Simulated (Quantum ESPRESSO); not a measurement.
**CrSBr: parallel and opposed starts**

A self-consistent run ends on one state, which hangs on the start. Several orders of CrSBr are started in Quantum ESPRESSO and their energies compared.

Program: Quantum ESPRESSO 7.5. Level of theory: PBEsol with U = 3.5 eV on Cr d (ortho-atomic projectors); plane waves with GBRV 1.5 PBEsol potentials, no spin-orbit coupling. Results are calculated unless marked as measured.

**What experiment says.**

For CrSBr, orthorhombic FeOCl-type (ground CVT-grown single crystals, 1.8 K), “Dynamic Magnetic Crossover at the Origin of the Hidden-Order in van der Waals Antiferromagnet CrSBr” (2022, arxiv:2203.11785) gives, by neutron powder diffraction, Rietveld: moment (ordered moment per Cr) 3.09 ± 0.01 μB.

**1. Set-up**

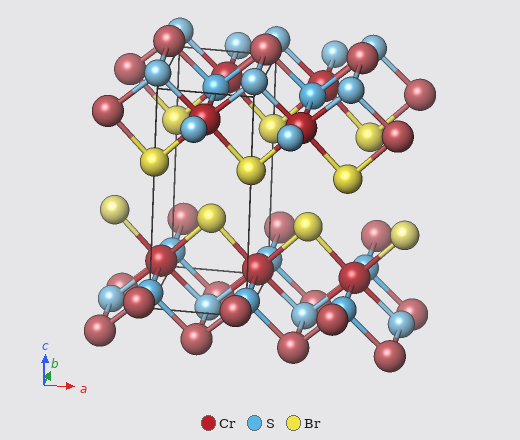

The cell as given, slightly off an axis (chromium red, sulfur blue, bromine yellow). 2×1×1 cells are drawn. Some periodic images of atoms are drawn too.

The cell comes from Materials Project 2023-11-01, a database of computed structures, and need not be the stable phase.

**2. Run 1, typed as ferro ++**

The signs are those of the starting moments on the seeded atoms, the atoms that are given a moment.

File pw.in:

```
&CONTROL
  calculation = 'scf'
  prefix = 'pwscf'
  outdir = './tmp'
  pseudo_dir = './pseudo'
  disk_io = 'nowf'
/
&SYSTEM
  ibrav = 0
  celldm(1) = 8
  nat = 6
  ntyp = 3
  ecutwfc = 40
  ecutrho = 280
  nbnd = 40
  occupations = 'smearing'
  smearing = 'fd'
  degauss = 0.00367493
  nspin = 2
  starting_magnetization(1) = 0.2143
  starting_magnetization(2) = 0
  starting_magnetization(3) = 0
/
&ELECTRONS
  conv_thr = 1.2d-08
  electron_maxstep = 150
  mixing_beta = 0.3
/
ATOMIC_SPECIES
Cr     51.9961 cr_pbesol_v1.5.uspp.F.UPF
S      32.0600 s_pbesol_v1.4.uspp.F.UPF
Br     79.9040 br_pbesol_v1.4.uspp.F.UPF
CELL_PARAMETERS alat
   0.8363115576062    0.0000000000000    0.0000000000000
   0.0000000000000    1.1233174237334    0.0000000000000
   0.0000000000000    0.0000000000000    1.9828051400013
ATOMIC_POSITIONS crystal
Cr      0.5000000000    0.0000000000    0.8787434000
Cr      0.0000000000    0.5000000000    0.1212566000
S       0.5000000000    0.5000000000    0.9295014300
S       0.0000000000    0.0000000000    0.0704985700
Br      0.0000000000    0.0000000000    0.6659578600
Br      0.5000000000    0.5000000000    0.3340421400
K_POINTS automatic
6 6 6 0 0 0
HUBBARD {ortho-atomic}
U Cr-3d 3.5000
```

Launch:

```console
OMP_NUM_THREADS=1 mpirun -n 4 pw.x -nk 4 -in pw.in > pw.out
```

Output:

```text
Program PWSCF v.7.5 starts

     Message from routine setup:
     using ibrav=0 with symmetry is DISCOURAGED, use correct ibrav instead

     K-points division:     npool     =       4
     Subspace diagonalization in iterative solution of the eigenvalue problem:

     G-vector sticks info
     --------------------
     sticks:   dense  smooth     PW     G-vecs:    dense   smooth      PW
     Sum        1329     771    233                75421    32697    5423

     Using Slab Decomposition

     bravais-lattice index     =            0
     lattice parameter (alat)  =       8.0000  a.u.
     unit-cell volume          =     953.7193 (a.u.)^3
     number of atoms/cell      =            6
     number of atomic types    =            3
     number of electrons       =        54.00
     number of Kohn-Sham states=           40
     kinetic-energy cutoff     =      40.0000  Ry
     charge density cutoff     =     280.0000  Ry
     scf convergence threshold =      1.2E-08
     mixing beta               =       0.3000
     number of iterations used =            8  plain     mixing
     Exchange-correlation= SLA  PW   PSX  PSC
                           (   1   4  10   8   0   0   0)
     Hubbard projectors: ortho-atomic
     Hubbard parameters of DFT+U (Dudarev formulation) in eV:
     U(Cr-3d) =  3.5000

     Internal variables: lda_plus_u =T, lda_plus_u_kind = 0

     Internal variables: orbital_resolved =F, hub_pot_fix =F, apply_U = F

     celldm(1)=   8.000000  celldm(2)=   0.000000  celldm(3)=   0.000000
     celldm(4)=   0.000000  celldm(5)=   0.000000  celldm(6)=   0.000000

     crystal axes: (cart. coord. in units of alat)
               a(1) = (   0.836312   0.000000   0.000000 )
               a(2) = (   0.000000   1.123317   0.000000 )
               a(3) = (   0.000000   0.000000   1.982805 )

     reciprocal axes: (cart. coord. in units 2 pi/alat)
               b(1) = (  1.195727  0.000000  0.000000 )
               b(2) = (  0.000000  0.890220  0.000000 )
               b(3) = (  0.000000  0.000000  0.504336 )

     PseudoPot. # 1 for Cr read from file:
     cr_pbesol_v1.5.uspp.F.UPF
     Pseudo is Ultrasoft + core correction, Zval = 14.0
     Generated by new atomic code, or converted to UPF format
     Using radial grid of  857 points,  6 beta functions with:
                l(1) =   0
                l(2) =   0
                l(3) =   1
                l(4) =   1
                l(5) =   2
                l(6) =   2
     Q(r) pseudized with  8 coefficients,  rinner =    0.950   0.950   0.950
                                                       0.950   0.950

     PseudoPot. # 2 for S  read from file:
     s_pbesol_v1.4.uspp.F.UPF
     Pseudo is Ultrasoft + core correction, Zval =  6.0
     Generated by new atomic code, or converted to UPF format
     Using radial grid of  907 points,  6 beta functions with:
                l(1) =   0
                l(2) =   0
                l(3) =   1
                l(4) =   1
                l(5) =   2
                l(6) =   2
     Q(r) pseudized with  8 coefficients,  rinner =    1.300   1.300   1.300
                                                       1.300   1.300

     PseudoPot. # 3 for Br read from file:
     br_pbesol_v1.4.uspp.F.UPF
     Pseudo is Ultrasoft + core correction, Zval =  7.0
     Generated by new atomic code, or converted to UPF format
     Using radial grid of  879 points,  6 beta functions with:
                l(1) =   0
                l(2) =   0
                l(3) =   1
                l(4) =   1
                l(5) =   2
                l(6) =   2
     Q(r) pseudized with  8 coefficients,  rinner =    1.200   1.200   1.200
                                                       1.200   1.200

     atomic species   valence    mass     pseudopotential
     Cr               14.00    51.99610     Cr( 1.00)
     S                 6.00    32.06000     S ( 1.00)
     Br                7.00    79.90400     Br( 1.00)

     Starting magnetic structure
     atomic species   magnetization
     Cr              0.214
     S               0.000
     Br              0.000

      8 Sym. Ops., with inversion, found ( 4 have fractional translation)

   Cartesian axes

     site n.     atom                  positions (alat units)
         1        Cr     tau(   1) = (   0.4181558   0.0000000   1.7423769  )
         2        Cr     tau(   2) = (   0.0000000   0.5616587   0.2404282  )
         3        S      tau(   3) = (   0.4181558   0.5616587   1.8430202  )
         4        S      tau(   4) = (   0.0000000   0.0000000   0.1397849  )
         5        Br     tau(   5) = (   0.0000000   0.0000000   1.3204647  )
         6        Br     tau(   6) = (   0.4181558   0.5616587   0.6623405  )

     number of k points=    64  Fermi-Dirac smearing, width (Ry)=  0.0037
                       cart. coord. in units 2pi/alat
        k(    1) = (   0.0000000   0.0000000   0.0000000), wk =   0.0046296
        k(    2) = (   0.0000000   0.0000000   0.0840560), wk =   0.0092593
        k(    3) = (   0.0000000   0.0000000   0.1681120), wk =   0.0092593
        k(    4) = (   0.0000000   0.0000000  -0.2521680), wk =   0.0046296
        k(    5) = (   0.0000000   0.1483701   0.0000000), wk =   0.0092593
        [... 59 further k-points ...]

     Dense  grid:    75421 G-vectors     FFT dimensions: (  36,  48,  90)

     Smooth grid:    32697 G-vectors     FFT dimensions: (  30,  40,  64)

     Check: negative core charge=   -0.000003
     Generating pointlists ...
     new r_m :   0.2331 (alat units)  1.8651 (a.u.) for type    1
     new r_m :   0.2331 (alat units)  1.8651 (a.u.) for type    2
     new r_m :   0.2450 (alat units)  1.9603 (a.u.) for type    3

     Initial potential from superposition of free atoms

     starting charge      51.9999, renormalised to      54.0000

     negative rho (up, down):  2.198E-03 1.417E-03

     STARTING HUBBARD OCCUPATIONS:

     =================== HUBBARD OCCUPATIONS ===================
     ------------------------ ATOM    1 ------------------------
     Tr[ns(  1)] (up, down, total) =   3.40000  0.00000  3.40000
     Atomic magnetic moment for atom   1 =   3.40000
     [... lines left out ...]
     ------------------------ ATOM    2 ------------------------
     Tr[ns(  2)] (up, down, total) =   3.40000  0.00000  3.40000
     Atomic magnetic moment for atom   2 =   3.40000
     [... lines left out ...]
     Number of occupied Hubbard levels =    6.8000

     Atomic wfc used for Hubbard projectors are orthogonalized

     Starting wfcs are   36 randomized atomic wfcs +    4 random wfcs

     Self-consistent Calculation

     iteration #  1     ecut=    40.00 Ry     beta= 0.30
     Davidson diagonalization with overlap
     ethr =  1.00E-02,  avg # of iterations =  5.9

     =================== HUBBARD OCCUPATIONS ===================
     ------------------------ ATOM    1 ------------------------
     Tr[ns(  1)] (up, down, total) =   3.59338  0.38057  3.97395
     Atomic magnetic moment for atom   1 =   3.21281
     [... lines left out ...]
     ------------------------ ATOM    2 ------------------------
     Tr[ns(  2)] (up, down, total) =   3.59338  0.38057  3.97395
     Atomic magnetic moment for atom   2 =   3.21281
     [... lines left out ...]
     Number of occupied Hubbard levels =    7.9479

     negative rho (up, down):  1.396E-03 2.390E-03

     total energy              =    -479.61254147 Ry
     estimated scf accuracy    <       1.11232418 Ry

     total magnetization       =     6.00 Bohr mag/cell
     absolute magnetization    =     6.95 Bohr mag/cell

     iteration #  2     ecut=    40.00 Ry     beta= 0.30
     Davidson diagonalization with overlap
     ethr =  2.06E-03,  avg # of iterations =  2.0

     negative rho (up, down):  6.074E-04 2.984E-03

     total energy              =    -479.83787688 Ry
     estimated scf accuracy    <       0.09307456 Ry

     total magnetization       =     6.00 Bohr mag/cell
     absolute magnetization    =     7.24 Bohr mag/cell

     iteration #  3     ecut=    40.00 Ry     beta= 0.30
     Davidson diagonalization with overlap
     ethr =  1.72E-04,  avg # of iterations =  9.3

     negative rho (up, down):  0.000E+00 4.401E-03

     total energy              =    -479.85926093 Ry
     estimated scf accuracy    <       0.03313127 Ry

     total magnetization       =     6.00 Bohr mag/cell
     absolute magnetization    =     7.25 Bohr mag/cell

     [... further iterations left out ...]

     iteration # 10     ecut=    40.00 Ry     beta= 0.30
     Davidson diagonalization with overlap
     ethr =  7.54E-09,  avg # of iterations =  4.7

     negative rho (up, down):  0.000E+00 7.125E-03

     total energy              =    -479.87158175 Ry
     estimated scf accuracy    <       0.00000124 Ry

     total magnetization       =     6.00 Bohr mag/cell
     absolute magnetization    =     7.48 Bohr mag/cell

     iteration # 11     ecut=    40.00 Ry     beta= 0.30
     Davidson diagonalization with overlap
     ethr =  2.29E-09,  avg # of iterations =  3.1

     negative rho (up, down):  0.000E+00 7.126E-03

     total energy              =    -479.87158273 Ry
     estimated scf accuracy    <       0.00000029 Ry

     total magnetization       =     6.00 Bohr mag/cell
     absolute magnetization    =     7.49 Bohr mag/cell

     iteration # 12     ecut=    40.00 Ry     beta= 0.30
     Davidson diagonalization with overlap
     ethr =  5.38E-10,  avg # of iterations =  3.8

     negative rho (up, down):  0.000E+00 7.127E-03

     total energy              =    -479.87158305 Ry
     estimated scf accuracy    <       0.00000004 Ry

     total magnetization       =     6.00 Bohr mag/cell
     absolute magnetization    =     7.49 Bohr mag/cell

     iteration # 13     ecut=    40.00 Ry     beta= 0.30
     Davidson diagonalization with overlap
     ethr =  8.17E-11,  avg # of iterations =  4.4

     negative rho (up, down):  0.000E+00 7.129E-03

     Magnetic moment per site  (integrated on atomic sphere of radius R)
     atom   1 (R=0.233)  charge= 11.8246  magn=  2.9575
     atom   2 (R=0.233)  charge= 11.8246  magn=  2.9575
     atom   3 (R=0.233)  charge=  4.1086  magn= -0.2136
     atom   4 (R=0.233)  charge=  4.1086  magn= -0.2136
     atom   5 (R=0.245)  charge=  4.7584  magn= -0.0622
     atom   6 (R=0.245)  charge=  4.7584  magn= -0.0622

     End of self-consistent calculation

     =================== HUBBARD OCCUPATIONS ===================
     ------------------------ ATOM    1 ------------------------
     Tr[ns(  1)] (up, down, total) =   3.85844  0.51038  4.36881
     Atomic magnetic moment for atom   1 =   3.34806
     [... lines left out ...]
     ------------------------ ATOM    2 ------------------------
     Tr[ns(  2)] (up, down, total) =   3.85844  0.51038  4.36881
     Atomic magnetic moment for atom   2 =   3.34806
     [... lines left out ...]
     Number of occupied Hubbard levels =    8.7376

     Number of k-points >= 100: set verbosity='high' to print the bands.

     the Fermi energy is     5.3461 ev

!    total energy              =    -479.87158323 Ry
     estimated scf accuracy    <          6.7E-09 Ry
     smearing contrib. (-TS)   =      -0.00000519 Ry
     internal energy E=F+TS    =    -479.87157804 Ry

     The total energy is F=E-TS. E is the sum of the following terms:
     one-electron contribution =    -396.07325650 Ry
     hartree contribution      =     213.03586842 Ry
     xc contribution           =    -100.75627840 Ry
     ewald contribution        =    -196.33329426 Ry
     Hubbard energy            =       0.25538270 Ry

     total magnetization       =     6.00 Bohr mag/cell
     absolute magnetization    =     7.49 Bohr mag/cell

     convergence has been achieved in  13 iterations

=------------------------------------------------------------------------------=
   JOB DONE.
=------------------------------------------------------------------------------=
```

Elapsed: 2 min, on 4 MPI ranks of Arm Neoverse V2, shared host; peak memory 1 GiB.

Spin moment in the atom's sphere by atom:

```
atom  spin moment in the atom's sphere (μB)
 Cr1                                   2.96
 Cr2                                   2.96
  S3                                  -0.21
  S4                                  -0.21
 Br5                                  -0.06
 Br6                                  -0.06
```

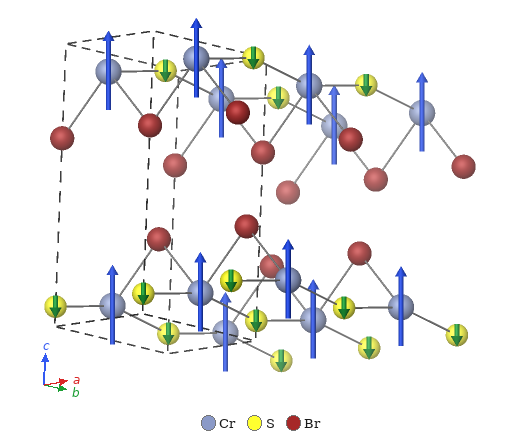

Spin moment in the atom's sphere as arrows, the longest 2.96 μB. Up and down stand for the sign. Arrows give size and sign along the axis of quantisation, drawn up and down the page. Each arrow also spans its atom, so small moments look longer than they are. The two directions have two colours. 2×2×1 cells are drawn. Some periodic images of atoms are drawn too.

Read from the output:

```yaml
smearing_term_ts: 7.06e-5 eV
magnetization: 6 μB
absolute_magnetization: 7.487 μB
final_state: ferromagnetic
```

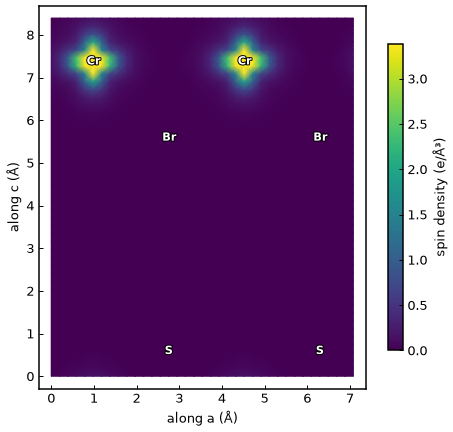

Spin density in the ac plane at fractional y = 0.000, with atoms of Cr and S and Br within 0.2 Å of it. The map starts off the cell's origin, so that atoms lie inside it.

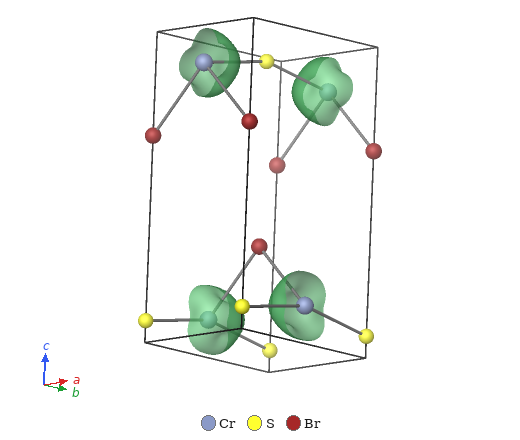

Surface of spin density = 0.22 e/Å³, which holds about 70 % of the integral of its size.

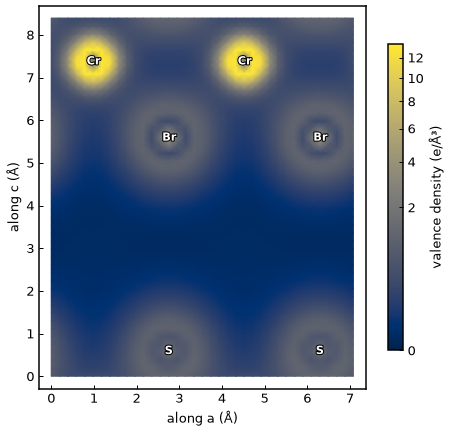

Valence density in the ac plane at fractional y = 0.000, with atoms of Cr and S and Br within 0.2 Å of it. It is the smooth field of the valence electrons, not physical close to the nuclei. The map starts off the cell's origin, so that atoms lie inside it. The colour scale is stretched toward low values.

(Continued in part 2 of 3.)

[Logs and program files are shortened in this print: banners, set-up blocks, solver, clock and traceback lines can be left out without a mark of their own.]

[Logs are printed without paths, hosts, clocks, repeated set-up lines and the standing remarks that a program may print on its own settings, such as how far it seeks lower states.]

[Hosts, paths, dates, database ids (printed as entryN), source tags and the programs' standing remarks are cut or masked in the printed files.]

[Where a cell is said to come from a database of computed structures, the database is the Materials Project.]
